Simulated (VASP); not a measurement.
# Titanium: cell size against the level of theory, part 3 of 3

Aim: relax Titanium at several levels and hold each cell against experiment. LASPH is on for some levels and off for others; the table marks which. The start is a cell from a database of measured crystal structures.

VASP 6.6.1, plane waves and PAW; the level of theory is named at each step.

Still holding for the runs below: The k-mesh is coarse for a metal.

So far. Step 4 (Relaxation with PBE): It ends at 17.33 Å³/atom, -1.7 % from the start, with 0.06 GPa left. The conventional cell has a = 2.937 and c = 4.639 Å. Against its usual tendency, PBE gives a cell smaller than the listed one. Step 5 (Relaxation with r2SCAN): It ends at 17.34 Å³/atom, -1.7 % from the start, with 0.00 GPa left. The conventional cell has a = 2.943 and c = 4.624 Å.

## (6) Relaxation with PBE + D3(BJ)

This step: PBE with D3(BJ); plane waves and PAW (Ti_sv) (VASP 6.6.1).

A dispersion term adds the long-range attraction that semilocal functionals lack. D3 with Becke-Johnson damping keeps a finite attraction at short range.

File INCAR:

```
SYSTEM = Ti
PREC = Accurate
ENCUT = 520
EDIFF = 1E-06
NELM = 100
ISMEAR = -1
SIGMA = 0.05
LREAL = .FALSE.
ALGO = Normal
GGA = PE
IVDW = 12
NBANDS = 18
LORBIT = 11
LWAVE = .FALSE.
LCHARG = .FALSE.
KPAR = 2
IBRION = 2
NSW = 60
ISIF = 3
EDIFFG = -0.01
```

File POSCAR:

```
Ti
1.0
    2.9500000000      0.0000000000      0.0000000000
   -1.4750000000      2.5547749412      0.0000000000
    0.0000000000      0.0000000000      4.6800000000
Ti
2
Direct
    0.3333333333      0.6666666667      0.2500000000
    0.6666666667      0.3333333333      0.7500000000
```

File KPOINTS:

```
Automatic mesh
0
Gamma
9 9 5
0 0 0
```

The projector-augmented-wave data sets are Ti_sv (PBE family, release 64).

The run is started by

```bash
mpirun -np 2 vasp_std
```

The program printed:

```text
[... set-up lines as in an earlier step ...]
 entering main loop
       N       E                     dE             d eps       ncg     rms          rms(c)
[... 14 cycles as in an earlier step ...]
   1 F= -.16862178E+02 E0= -.16854316E+02  d E =-.168622E+02
[...]
N       E                     dE             d eps       ncg     rms          rms(c)
DAV:   1    -0.202334858737E+02   -0.45555E+01   -0.11844E+02  1712   0.129E+02    0.187E+01
DAV:   2    -0.156096486190E+02    0.46238E+01   -0.18354E+01  1680   0.486E+01    0.592E+00
DAV:   3    -0.153485656104E+02    0.26108E+00   -0.41084E+00  1790   0.131E+01    0.234E+00
DAV:   4    -0.154494073880E+02   -0.10084E+00   -0.75051E-01  1592   0.678E+00    0.420E-01
[...]
DAV:  10    -0.155429583813E+02   -0.12572E-05   -0.16022E-05  1780   0.392E-02    0.592E-03
DAV:  11    -0.155429594480E+02   -0.10668E-05   -0.71439E-06  1564   0.131E-02    0.357E-03
DAV:  12    -0.155429594739E+02   -0.25845E-07   -0.42962E-07   678   0.517E-03
   2 F= -.16887218E+02 E0= -.16880450E+02  d E =-.250399E-01
 trial-energy change:   -0.025040  1 .order   -0.018951   -0.196098    0.158197
 step:   0.5786(harm=  0.5535)  dis= 0.00000  next Energy=   -16.920092 (dE=-0.579E-01)
[...]
N       E                     dE             d eps       ncg     rms          rms(c)
DAV:   1    -0.165069086612E+02   -0.96395E+00   -0.21821E+01  1720   0.603E+01    0.799E+00
DAV:   2    -0.156529942591E+02    0.85391E+00   -0.44846E+00  1888   0.222E+01    0.232E+00
DAV:   3    -0.156058955422E+02    0.47099E-01   -0.55058E-01  1680   0.472E+00    0.690E-01
DAV:   4    -0.156255094454E+02   -0.19614E-01   -0.96118E-02  1832   0.212E+00    0.322E-01
[...]
DAV:   9    -0.156475126275E+02   -0.67243E-06   -0.13713E-05  1668   0.258E-02    0.242E-03
DAV:  10    -0.156475115095E+02    0.11180E-05   -0.66204E-07   774   0.622E-03    0.130E-03
DAV:  11    -0.156475110335E+02    0.47596E-06   -0.20524E-07   654   0.375E-03
   3 F= -.16921054E+02 E0= -.16914116E+02  d E =-.588764E-01
[...]
reached required accuracy - stopping structural energy minimisation
```

Run time: 12 s. Hardware: 2 MPI ranks of Intel Xeon 6975P-C (Granite Rapids), shared host; peak memory 0.33 GiB; 23 s of CPU time.

OUTCAR, selected parts (step 6):

```text
 Edisp (eV)   -1.34426

 Edisp (eV)   -1.27354

  Total      -0.01379    -0.01379     0.00193     0.00000    -0.00000     0.00000
  in kB      -0.67173    -0.67173     0.09397     0.00000    -0.00000     0.00000
  external pressure =       -0.42 kB  Pullay stress =        0.00 kB

 POSITION                                       TOTAL-FORCE (eV/Angst)
 -----------------------------------------------------------------------------------
     -0.00000      1.66526      1.14153        -0.000000      0.000000      0.000000
      1.44216      0.83263      3.42459         0.000000     -0.000000      0.000000
 -----------------------------------------------------------------------------------
    total drift:                               -0.000000      0.000000     -0.000000

  FREE ENERGIE OF THE ION-ELECTRON SYSTEM (eV)
  ---------------------------------------------------
  free  energy   TOTEN  =       -16.9210542010 eV

  energy  without entropy=      -16.9071783607  energy(sigma->0) =      -16.91411628

[... 2 parts as in an earlier step ...]

[... 2 further parts left out ...]
[key lines of the parts left out:]
E-fermi :   8.9422
```

Dispersion corrections of this kind ignore metallic screening and tend to overbind metals.

It ends at 16.45 Å³/atom, -6.7 % from the start, with -0.04 GPa left. The conventional cell has a = 2.884 and c = 4.566 Å. Against plain PBE, the dispersion term moves a by -1.8 % and c by -1.6 %.

## (7) Relaxation with r2SCAN + rVV10

This step: r2SCAN with rVV10; plane waves and PAW (Ti_sv) (VASP 6.6.1).

LUSE_VDW switches on a nonlocal correlation term for dispersion.

INCAR, as its differences from that of step 6:

```diff
@@ -9,4 +9,8 @@
 ALGO = Normal
-GGA = PE
-IVDW = 12
+METAGGA = R2SCAN
+LUSE_VDW = .TRUE.
+IVDW_NL = 2
+BPARAM = 11.95
+CPARAM = 0.0093
+LASPH = .TRUE.
 NBANDS = 18
```

POSCAR is that of step 6.

KPOINTS is that of step 6.

The run is started by

```bash
mpirun -np 2 vasp_std
```

The program printed:

```text
[banner, memory and clock lines left out]
running    2 mpi-ranks, on    1 nodes
[...]
|                                                                             |
|               ----> ADVICE to this user running VASP <----                  |
|                                                                             |
|     You have switched on vdW-DFT.                                           |
|     This routine was written and supplied by Jiri Klimes. We recommend      |
|     that you carefully read and cite the following publications:            |
|       J. Klimes, D.R. Bowler, A. Michelides                                 |
|          J. Phys.: Cond Matt. 22 022201 (2010)                              |
|       J. Klimes, D.R. Bowler, A. Michelides                                 |
|          Phys. Rev. B. 83, 195131 (2011)                                    |
|     and references therein.                                                 |
|                                                                             |

[...]
Total rVV10 correction in eV:      0.5562442    24.0001037
DAV:  12    -0.253483018753E+02   -0.17655E-04   -0.23165E-05  1506   0.461E-02    0.233E-03
Total rVV10 correction in eV:      0.5562313    24.0001037
Total rVV10 correction in eV:      0.5562313    24.0001037
DAV:  13    -0.253482935985E+02    0.82769E-05   -0.12745E-06  1024   0.125E-02    0.161E-03
Total rVV10 correction in eV:      0.5562239    24.0001037
Total rVV10 correction in eV:      0.5562239    24.0001037
DAV:  14    -0.253482941845E+02   -0.58608E-06   -0.23498E-07   738   0.597E-03
Total rVV10 correction in eV:      0.5562211    24.0001037
Total rVV10 correction in eV:      0.5562211    24.0001037
Total rVV10 correction in eV:      0.5562223    24.0001037
Total rVV10 correction in eV:      0.5562223    24.0001037
   1 F= -.25348294E+02 E0= -.25341115E+02  d E =-.253483E+02
[... from here on, the cycles between the ionic steps are left out ...]
   2 F= -.25351141E+02 E0= -.25344927E+02  d E =-.284684E-02
   3 F= -.25355865E+02 E0= -.25349214E+02  d E =-.757116E-02
   4 F= -.25355863E+02 E0= -.25349223E+02  d E =-.756896E-02
   5 F= -.25356185E+02 E0= -.25349739E+02  d E =-.322100E-03
   6 F= -.25356250E+02 E0= -.25349945E+02  d E =-.387197E-03
[...]
reached required accuracy - stopping structural energy minimisation
```

The job ended after 2.9 min (2 MPI ranks; peak memory 0.51 GiB; 5.7 min of CPU time).

OUTCAR, selected parts (step 7):

```text
  Total        0.0120333      0.0120333      0.0178426     -0.0000000     -0.0000000      0.0000000
  in kB        0.5603109      0.5603109      0.8308087     -0.0000000     -0.0000000      0.0000000
  external PRESSURE =       0.6504768 kB  Pullay stress =       0.0000000 kB

 POSITION                                       TOTAL-FORCE (eV/Angst)
 -----------------------------------------------------------------------------------
     -0.00000      1.69458      1.15300        -0.000000      0.000000      0.000000
      1.46755      0.84729      3.45900         0.000000     -0.000000      0.000000
 -----------------------------------------------------------------------------------
    total drift:                               -0.000000      0.000000     -0.000000

  FREE ENERGIE OF THE ION-ELECTRON SYSTEM (eV)
  ---------------------------------------------------
  free  energy   TOTEN  =       -25.3562503397 eV

  energy  without entropy=      -25.3436396250  energy(sigma->0) =      -25.34994498

[... 2 parts as in an earlier step ...]

[... 2 further parts left out ...]
[key lines of the parts left out:]
E-fermi :   8.4934
```

It ends at 17.20 Å³/atom, -2.4 % from the start, with 0.07 GPa left. The conventional cell has a = 2.935 and c = 4.612 Å. Against plain r2SCAN, the dispersion term moves a by -0.3 % and c by -0.3 %.

## (8) Relaxation with RPBE

This step: RPBE; plane waves and PAW (Ti_sv) (VASP 6.6.1).

RPBE by itself binds more weakly than PBE and expands cells.

INCAR, as its differences from that of step 7:

```diff
@@ -9,8 +9,3 @@
 ALGO = Normal
-METAGGA = R2SCAN
-LUSE_VDW = .TRUE.
-IVDW_NL = 2
-BPARAM = 11.95
-CPARAM = 0.0093
-LASPH = .TRUE.
+GGA = RP
 NBANDS = 18
```

POSCAR is that of step 7.

KPOINTS is that of step 7.

The run is started by

```bash
mpirun -np 2 vasp_std
```

The program printed:

```text
[... set-up lines as in an earlier step ...]
 entering main loop
       N       E                     dE             d eps       ncg     rms          rms(c)
DAV:   1     0.261307863047E+03    0.26131E+03   -0.13414E+04  1296   0.167E+03
DAV:   2     0.132808690086E+02   -0.24803E+03   -0.24512E+03  1316   0.456E+02
DAV:   3    -0.156096596879E+02   -0.28891E+02   -0.28549E+02  2458   0.129E+02
DAV:   4    -0.168424698442E+02   -0.12328E+01   -0.12321E+01  1474   0.277E+01
[...]
DAV:  12    -0.148848022908E+02    0.77121E-05   -0.37700E-05  1630   0.494E-02    0.508E-03
DAV:  13    -0.148848039228E+02   -0.16320E-05   -0.60640E-07   952   0.802E-03    0.207E-03
DAV:  14    -0.148848048364E+02   -0.91360E-06   -0.25199E-07   744   0.505E-03
   1 F= -.14884805E+02 E0= -.14876973E+02  d E =-.148848E+02
[...]
2 F= -.14885803E+02 E0= -.14877758E+02  d E =-.998203E-03
[...]
3 F= -.14886492E+02 E0= -.14878530E+02  d E =-.168705E-02
[...]
4 F= -.14886590E+02 E0= -.14878719E+02  d E =-.978972E-04
[...]
5 F= -.14886603E+02 E0= -.14878757E+02  d E =-.110696E-03
[...]
reached required accuracy - stopping structural energy minimisation
```

Run time: 14 s. Hardware: 2 MPI ranks; peak memory 0.3 GiB; 28 s of CPU time.

From OUTCAR (step 8):

```text
  Total        0.0021647      0.0021647     -0.0176620      0.0000000      0.0000000      0.0000000
  in kB        0.0972013      0.0972013     -0.7930925      0.0000000      0.0000000      0.0000000
  external PRESSURE =      -0.1995633 kB  Pullay stress =       0.0000000 kB

 POSITION                                       TOTAL-FORCE (eV/Angst)
 -----------------------------------------------------------------------------------
     -0.00000      1.71259      1.17060         0.000000     -0.000000      0.000000
      1.48315      0.85630      3.51179        -0.000000      0.000000      0.000000
 -----------------------------------------------------------------------------------
    total drift:                               -0.000000      0.000000     -0.000000

  FREE ENERGIE OF THE ION-ELECTRON SYSTEM (eV)
  ---------------------------------------------------
  free  energy   TOTEN  =       -14.8866025854 eV

  energy  without entropy=      -14.8709108395  energy(sigma->0) =      -14.87875671

[... 2 parts as in an earlier step ...]

[... 2 further parts left out ...]
[key lines of the parts left out:]
E-fermi :   8.1826
```

It ends at 17.84 Å³/atom, +1.2 % from the start, with -0.02 GPa left. The conventional cell has a = 2.966 and c = 4.682 Å.

## (9) Relaxation with vdW-DF-cx

This step: vdW-DF-cx; plane waves and PAW (Ti_sv) (VASP 6.6.1).

vdW-DF-cx takes its exchange from the same plasmon model as its correlation.

INCAR, as its differences from that of step 8:

```diff
@@ -9,3 +9,6 @@
 ALGO = Normal
-GGA = RP
+GGA = CX
+AGGAC = 0
+LUSE_VDW = .TRUE.
+LASPH = .TRUE.
 NBANDS = 18
```

POSCAR is that of step 8.

KPOINTS is that of step 8.

The run is started by

```bash
mpirun -np 2 vasp_std
```

The program printed:

```text
[banner, memory and clock lines left out]
running    2 mpi-ranks, on    1 nodes
[...]
[... a notice as in an earlier step ...]

 [... a notice as in an earlier step ...]

 LDA part: xc-table for (Slater+PW92), standard interpolation
 POSCAR, INCAR and KPOINTS ok, starting setup
[...]
entering main loop
       N       E                     dE             d eps       ncg     rms          rms(c)
DAV:   1     0.264776435494E+03    0.26478E+03   -0.13387E+04  1296   0.167E+03
DAV:   2     0.173446177918E+02   -0.24743E+03   -0.24455E+03  1316   0.455E+02
DAV:   3    -0.112749870799E+02   -0.28620E+02   -0.28275E+02  2458   0.128E+02
DAV:   4    -0.124680589411E+02   -0.11931E+01   -0.11924E+01  1474   0.272E+01
[...]
DAV:  11    -0.103250789574E+02   -0.71146E-04   -0.19703E-04  1534   0.106E-01    0.300E-02
DAV:  12    -0.103250737268E+02    0.52306E-05   -0.34121E-05  1616   0.452E-02    0.570E-03
DAV:  13    -0.103250744246E+02   -0.69788E-06   -0.66193E-07   894   0.944E-03
[...]
2 F= -.10338569E+02 E0= -.10331680E+02  d E =-.134942E-01
 trial-energy change:   -0.013494  1 .order   -0.011195   -0.106231    0.083841
 step:   0.5766(harm=  0.5589)  dis= 0.00000  next Energy=   -10.356142 (dE=-0.311E-01)
[...]
N       E                     dE             d eps       ncg     rms          rms(c)
DAV:   1    -0.108288580030E+02   -0.49029E+00   -0.11812E+01  1720   0.438E+01    0.589E+00
DAV:   2    -0.103594920115E+02    0.46937E+00   -0.24618E+00  1872   0.164E+01    0.169E+00
DAV:   3    -0.103345739185E+02    0.24918E-01   -0.29571E-01  1746   0.342E+00    0.512E-01
DAV:   4    -0.103449720039E+02   -0.10398E-01   -0.51793E-02  1816   0.150E+00    0.231E-01
DAV:   5    -0.103547164632E+02   -0.97445E-02   -0.23184E-02  1688   0.832E-01    0.312E-01
DAV:   6    -0.103561394030E+02   -0.14229E-02   -0.37535E-03  1832   0.537E-01    0.941E-02
DAV:   7    -0.103565426052E+02   -0.40320E-03   -0.93619E-04  1704   0.199E-01    0.241E-02
DAV:   8    -0.103565926450E+02   -0.50040E-04   -0.12731E-04  1944   0.623E-02    0.627E-03
DAV:   9    -0.103565927444E+02   -0.99427E-07   -0.32546E-06  1214   0.149E-02
   3 F= -.10356593E+02 E0= -.10349481E+02  d E =-.315183E-01
[...]
reached required accuracy - stopping structural energy minimisation
```

It took 67 s on 2 MPI ranks; peak memory 0.63 GiB; 2.2 min of CPU time.

OUTCAR, selected parts (step 9):

```text
  Total        0.0042177      0.0042177     -0.0070954      0.0000000     -0.0000000      0.0000000
  in kB        0.2015914      0.2015914     -0.3391408      0.0000000     -0.0000000      0.0000000
  external PRESSURE =       0.0213473 kB  Pullay stress =       0.0000000 kB

 POSITION                                       TOTAL-FORCE (eV/Angst)
 -----------------------------------------------------------------------------------
     -0.00000      1.67564      1.14878         0.000000      0.000000      0.000000
      1.45115      0.83782      3.44634        -0.000000     -0.000000      0.000000
 -----------------------------------------------------------------------------------
    total drift:                               -0.000000      0.000000     -0.000000

  FREE ENERGIE OF THE ION-ELECTRON SYSTEM (eV)
  ---------------------------------------------------
  free  energy   TOTEN  =       -10.3565927444 eV

  energy  without entropy=      -10.3423685336  energy(sigma->0) =      -10.34948064

[... 2 parts as in an earlier step ...]

[... 2 further parts left out ...]
[key lines of the parts left out:]
E-fermi :   8.6195
```

It ends at 16.76 Å³/atom, -5.0 % from the start, with 0.00 GPa left. The conventional cell has a = 2.902 and c = 4.595 Å.

## (10) The cells as a table

This step: relaxed cells at several levels; plane waves and PAW (VASP 6.6.1).

This step runs nothing: it gathers the runs above.

Lengths are those of the conventional cell; cost is the wall time of each run, as given at its step, times its ranks, without the set-up around it; LASPH differs between rows, which moves results and costs too. Results by level, by row:

```tsv
level	volume (Å³/atom)	change from the start (%)	a (Å)	c (Å)	cost (core minutes)	LASPH
LDA	16.09	-8.8	2.862	4.536	0.767	off
PBEsol	16.67	-5.4	2.898	4.586	0.367	off
PBE	17.33	-1.7	2.937	4.639	0.507	off
r2SCAN	17.34	-1.7	2.943	4.624	1.97	on
PBE + D3(BJ)	16.45	-6.7	2.884	4.566	0.4	off
r2SCAN + rVV10	17.2	-2.4	2.935	4.612	5.7	on
RPBE	17.84	1.2	2.966	4.682	0.48	off
vdW-DF-cx	16.76	-5	2.902	4.595	2.23	on
```

## (11) Results

```yaml
volume_lda: 16.09 Å³/atom
volume_pbesol: 16.67 Å³/atom
volume_pbe: 17.33 Å³/atom
volume_r2scan: 17.34 Å³/atom
volume_pbe_d3_bj: 16.45 Å³/atom
volume_r2scan_rvv10: 17.20 Å³/atom
volume_rpbe: 17.84 Å³/atom
volume_vdw_df_cx: 16.76 Å³/atom
```

What this shows: For Titanium the levels give volumes between 16.09 Å³/atom (LDA) and 17.84 Å³/atom (RPBE), a spread of 10.9 %, while the cost of the finished runs spans a factor of 16. Within 1 % of experiment on every length: PBE and RPBE. The nearest, RPBE, is among the cheap ones. Thermal and zero-point expansion, often some tenths of a per cent in length, bear on this order: with the measured lengths lowered by an assumed 0.4 % the nearest becomes PBE. The costs hold the number of ionic steps as well as the price of the functional. The closing table has room for seven levels; vdW-DF-cx stands in the table of levels alone. Adding D3(BJ) to PBE changes the volume by -5.1 % (a by -1.8 % and c by -1.6 %). Adding rVV10 to r2SCAN changes the volume by -0.8 % (a by -0.3 % and c by -0.3 %). Pairwise corrections of the D and TS kind ignore the screening in a metal, so they may overbind here. Within 0.02 Å all end in space group P6_3/mmc; the runs can't lower the symmetry of the start. The k-sampling is coarse for a metal, so the Fermi level, pressures and the shape of the cell carry errors. LASPH is on for some levels and off for others, so differences between them are not the functional's alone. Each is a single relaxation on the plane waves of the start cell, so larger changes of volume carry a basis-set error that was not tested here.

Computed beside measured:

```
              quantity  measured             LDA          PBEsol             PBE          r2SCAN    PBE + D3(BJ)  r2SCAN + rVV10            RPBE
lattice constant a (Å)    2.9536  2.862 (-3.1 %)  2.898 (-1.9 %)  2.937 (-0.6 %)  2.943 (-0.4 %)  2.884 (-2.3 %)  2.935 (-0.6 %)  2.966 (+0.4 %)
lattice constant c (Å)     4.685  4.536 (-3.2 %)  4.586 (-2.1 %)  4.639 (-1.0 %)  4.624 (-1.3 %)  4.566 (-2.5 %)  4.612 (-1.6 %)  4.682 (-0.1 %)
```

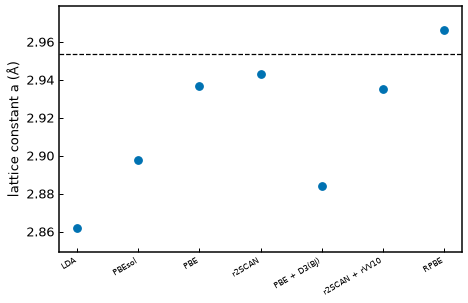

The lattice constant a by level; the dashed line is the measured value.

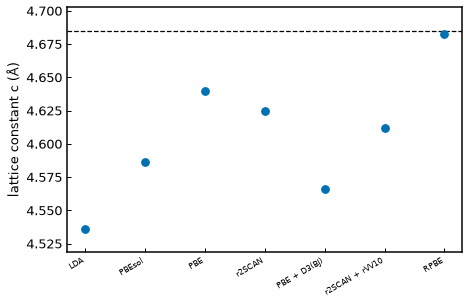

The lattice constant c by level; the dashed line is the measured value.

Measured values from arxiv:2402.07147 (2024).

Verdict: For the lattice constant a, of the levels listed nearest comes r2SCAN (-0.4 %, good agreement) and farthest LDA (-3.1 %, a clear miss). For the lattice constant c, of the levels listed nearest comes RPBE (-0.1 %, good agreement) and farthest LDA (-3.2 %, a clear miss). The grades are ours: good and fair within 0.7 and 1.5 % for the lattice constant a and 0.8 and 2 % for the lattice constant c. Zero-point motion and thermal expansion (measured at up to 298 K) are not in the computed lattice constants.

[Lines on the potential files, build, host, timing and source positions are cut from VASP's logs without a mark.]

[Logs are printed without paths, hosts, clocks, repeated set-up lines and the standing remarks that a program may print on its own settings, such as how far it seeks lower states.]

[Hosts, paths, dates, database ids (printed as entryN), source tags and the programs' standing remarks are cut or masked in the printed files.]

[A measured line is paired with the nearest computed mode of its activity, which favours agreement.]
